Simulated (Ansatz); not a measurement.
# triplet [NH4]+: levels of theory compared

Aim: a comparison of 6 runs (UHF/3-21G, UHF/def2-TZVPP, UB3LYP/6-31G*, U-r2SCAN/def2-TZVPP, RPA@PBE0/def2-TZVPP, UBCCD(T)/def2-TZVPP) of triplet [NH4]+. 

The calculation is run with Ansatz 0.2.0.

## Step 1: Starting point

[NH4]+ has 5 atoms, charge +1, and is taken as a triplet. As SMILES of the parent species, `[NH4+]`. Geometry: relaxed at PBE0-D4/def2-TZVP. That shape belongs to the parent species and isn't relaxed for this state.

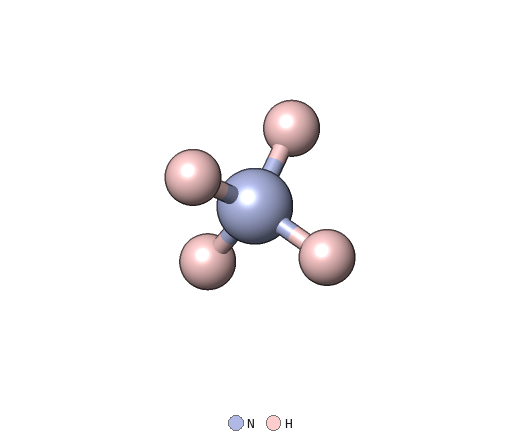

The structure, seen from a chosen angle (nitrogen light blue, hydrogen pink).

## Step 2: The energy at UHF/3-21G (run 1)

Contents of in.yaml:

```yaml
crystal:
  periodic: [false, false, false]
  atoms:
    - {symbol: N, position_ang: [0.000010, 0.000010, -0.000000]}
    - {symbol: H, position_ang: [0.453330, -0.447860, 0.801010]}
    - {symbol: H, position_ang: [-0.972430, 0.216180, 0.235210]}
    - {symbol: H, position_ang: [0.023940, -0.633460, -0.803650]}
    - {symbol: H, position_ang: [0.495160, 0.865130, -0.232580]}
basis:
  gaussian: {orbitals: 3-21G.json}
total_charge: 1
magnetization: {spin_polarized: true, initial_magnetization: 2}
hamiltonian: {xc: hf}
accuracy: high
output: {orbitals: {seedname: orbitals}}
```

The basis set 3-21G is read from a file made from the Basis Set Exchange's data (not shown).

Run with:

```console
$ ansatz run in.yaml --threads 1 --pin off --max-ram 3480MiB --events-out events.jsonl --progress --plain --runs-dir runs
```

Output:

```text
Warning: RAYON_NUM_THREADS=1 ignored (pool sized by the plan → 1); use --threads N
Functional definition: HF
  name "HF"
  exchange = exact_x
  correlation = 0
338 factors; integrals over basis functions are off by at most 3.8e-9 eV
mean field evaluation 1: about -1513.6994 eV, gradient 1.6e1 eV
mean field evaluation 2: about -1513.7005 eV, gradient 1.6e1 eV
mean field evaluation 4: about -1514.7314 eV, gradient 1.5e0 eV
mean field evaluation 8: about -1514.7279 eV, gradient 8.1e-1 eV
mean field evaluation 16: about -1515.5358 eV, gradient 2.7e-7 eV
mean field evaluation 32: about -1515.1078 eV, gradient 1.5e0 eV
mean field -1515.53594299 eV, -55.6949186377 hartree, gradient 2.5e-8 eV, S^2 2.006163; 2 other end points of the search recorded, 0 dependent functions left out
reference -1515.53594299 eV, -55.6949186377 hartree; 6, 4 occupied and 11, 13 virtual orbitals, 338 factors
Total energy: -1515.53594299 eV, -55.6949186377 hartree
```

It took 0.12 s on 1 thread of Arm Neoverse V1, shared host.

## Step 3: The energy at UHF/def2-TZVPP (run 2)

Contents of job.yaml:

```yaml
crystal:
  periodic: [false, false, false]
  atoms:
    - symbol: N
      position_ang: [0.000010, 0.000010, -0.000000]
    - symbol: H
      position_ang: [0.453330, -0.447860, 0.801010]
    - symbol: H
      position_ang: [-0.972430, 0.216180, 0.235210]
    - symbol: H
      position_ang: [0.023940, -0.633460, -0.803650]
    - symbol: H
      position_ang: [0.495160, 0.865130, -0.232580]
basis:
  gaussian:
    orbitals: def2-TZVPP
total_charge: 1
magnetization:
  spin_polarized: true
  initial_magnetization: 2
hamiltonian:
  xc: hf
accuracy: high
output:
  orbitals: {seedname: orbitals}
```

Run with:

```console
$ ansatz run job.yaml --threads 1 --pin off --max-ram 3480MiB --events-out events.jsonl --progress --plain --runs-dir runs
```

Output:

```text
Warning: RAYON_NUM_THREADS=1 ignored (pool sized by the plan → 1); use --threads N
Functional definition: HF
  name "HF"
  exchange = exact_x
  correlation = 0
1521 factors; integrals over basis functions are off by at most 3.6e-9 eV
mean field evaluation 1: about -1522.5797 eV, gradient 2.3e1 eV
mean field evaluation 2: about -1522.5849 eV, gradient 2.3e1 eV
mean field evaluation 4: about -1524.8118 eV, gradient 1.9e0 eV
mean field evaluation 8: about -1524.9120 eV, gradient 6.7e-1 eV
mean field evaluation 16: about -1525.3105 eV, gradient 4.7e-4 eV
mean field evaluation 32: about -1524.7399 eV, gradient 1.9e0 eV
mean field evaluation 64: about -1524.9058 eV, gradient 4.1e-1 eV
mean field evaluation 96: about -1524.9563 eV, gradient 4.2e-1 eV
mean field evaluation 128: about -1524.9555 eV, gradient 5.1e-2 eV
mean field -1525.31071913 eV, -56.0541350354 hartree, gradient 3.1e-8 eV, S^2 2.006744; 4 other end points of the search recorded, 0 dependent functions left out
reference -1525.31071913 eV, -56.0541350354 hartree; 6, 4 occupied and 81, 83 virtual orbitals, 1521 factors
Total energy: -1525.31071913 eV, -56.0541350354 hartree
```

It took 3.3 s on 1 thread of Arm Neoverse V1, shared host; peak memory 0.15 GiB.

Runs 3 to 4 aren't shown in full; the table further down has their settings and results.

## Step 4: A single-point energy at RPA@PBE0/def2-TZVPP (run 5)

Contents of job.yaml:

```yaml
crystal:
  periodic: [false, false, false]
  atoms:
    - {symbol: N, position_ang: [0.000010, 0.000010, -0.000000]}
    - {symbol: H, position_ang: [0.453330, -0.447860, 0.801010]}
    - {symbol: H, position_ang: [-0.972430, 0.216180, 0.235210]}
    - {symbol: H, position_ang: [0.023940, -0.633460, -0.803650]}
    - {symbol: H, position_ang: [0.495160, 0.865130, -0.232580]}
basis:
  gaussian: {orbitals: def2-TZVPP}
total_charge: 1
magnetization: {spin_polarized: true, initial_magnetization: 2}
hamiltonian: {xc: pbe0}
correlation: {method: rpa, frozen_orbitals: {H: 0, "N": 1}}
accuracy: high
```

Run with:

```console
$ ansatz run job.yaml --threads 1 --pin off --max-ram 3480MiB --events-out events.jsonl --progress --plain --runs-dir runs
```

Output, shortened:

```text
Warning: RAYON_NUM_THREADS=1 ignored (pool sized by the plan → 1); use --threads N
Functional definition: PBE0
  name "PBE0"
[...]
1521 factors; integrals over basis functions are off by at most 3.6e-9 eV
[...]
mean field -1532.76908960 eV, -56.3282250945 hartree, gradient 2.4e-8 eV, S^2 2.002637; 2 other end points of the search recorded, 0 dependent functions left out
1 core orbitals not correlated: weight in the atoms' cores, before any rotation towards them, 1.000 or more for the frozen orbitals, at most 0.000 for the correlated occupied ones
reference -1525.06039917 eV, -56.0449359464 hartree; 5, 3 occupied and 81, 83 virtual orbitals, 1521 factors
Total energy: -1534.27446596 eV, -56.3835466554 hartree
```

It took 9.9 s on 1 thread of Arm Neoverse V1, shared host; peak memory 0.26 GiB.

## Step 5: A single-point energy at UBCCD(T)/def2-TZVPP (run 6)

Contents of input.yaml:

```yaml
crystal:
  periodic: [false, false, false]
  atoms:
    - {symbol: N, position_ang: [0.000010, 0.000010, -0.000000]}
    - {symbol: H, position_ang: [0.453330, -0.447860, 0.801010]}
    - {symbol: H, position_ang: [-0.972430, 0.216180, 0.235210]}
    - {symbol: H, position_ang: [0.023940, -0.633460, -0.803650]}
    - {symbol: H, position_ang: [0.495160, 0.865130, -0.232580]}
basis:
  gaussian:
    orbitals: def2-TZVPP
total_charge: 1
magnetization:
  spin_polarized: true
  initial_magnetization: 2
correlation:
  method: bccd_t
  frozen_orbitals: {H: 0, "N": 1}
accuracy: high
scf:
  omitted_lower_state_checks: [cluster_reference, increment]
```

Run with:

```console
$ ansatz run input.yaml --threads 1 --pin off --max-ram 3480MiB --events-out events.jsonl --progress --plain --runs-dir runs
```

Output, shortened:

```text
Warning: RAYON_NUM_THREADS=1 ignored (pool sized by the plan → 1); use --threads N
Functional definition: HF
  name "HF"
[...]
1521 factors; integrals over basis functions are off by at most 3.6e-9 eV
[...]
mean field -1525.31071913 eV, -56.0541350354 hartree, gradient 2.6e-8 eV, S^2 2.006744; 6 other end points of the search recorded, 0 dependent functions left out
1 core orbitals not correlated: weight in the atoms' cores, before any rotation towards them, 1.000 or more for the frozen orbitals, at most 0.000 for the correlated occupied ones
reference -1525.31071913 eV, -56.0541350354 hartree; 5, 3 occupied and 81, 83 virtual orbitals, 1521 factors
second order -5.34372031 eV of doubles, -0.00000000 eV of singles
cycle   1  -5.71025303 eV  change   -3.7e-1 eV  update   4.8e-2
[...]
cycle  39  -5.90435989 eV  change   4.3e-11 eV  update  9.0e-10
perturbative correction -0.19061716 eV, -0.0070050514 hartree
Total energy: -1531.40569618 eV, -56.2781213107 hartree
Checks for a lower state left out: cluster_reference, increment
```

Run time: 31 s. Hardware: 1 thread of Arm Neoverse V1, shared host; peak memory 1.3 GiB.

## Step 6: All runs side by side

| run | level | Cartesian functions | frozen core orbitals | energy (Eh) | HOMO energy (eV) | ⟨S²⟩ | wall time |
| --- | --- | --- | --- | --- | --- | --- | --- |
| 1 | UHF/3-21G | no | – | -55.694919 | -11.77 | 2.006 | 0.12 s |
| 2 | UHF/def2-TZVPP | no | – | -56.054135 | -11.98 | 2.007 | 3.3 s |
| 3 | UB3LYP/6-31G* (Cartesian functions) | yes | – | -56.352883 | -9.25 | 2.002 | 1.8 s |
| 4 | U-r2SCAN/def2-TZVPP | no | – | -56.361408 | -9.21 | 2.004 | 13 s |
| 5 | RPA@PBE0/def2-TZVPP | no | 1 | -56.383547 | – | 2.003 | 9.9 s |
| 6 | UBCCD(T)/def2-TZVPP | no | 1 | -56.278121 | – | 2.007 | 31 s |

## Step 7: Summary of results

| quantity | value |
| --- | --- |
| run 6: total energy | -56.27812 Eh |
| run 6: correlation energy (1 core orbital frozen) | -224.0 mEh |
| run 6: (T) correction | -7.01 mEh |
| run 6: ⟨S²⟩ of the reference determinant | 2.007 |

**Reading.** Totals of different functionals can't be ranked against each other. All runs together took 59 s, the longest 31 s.
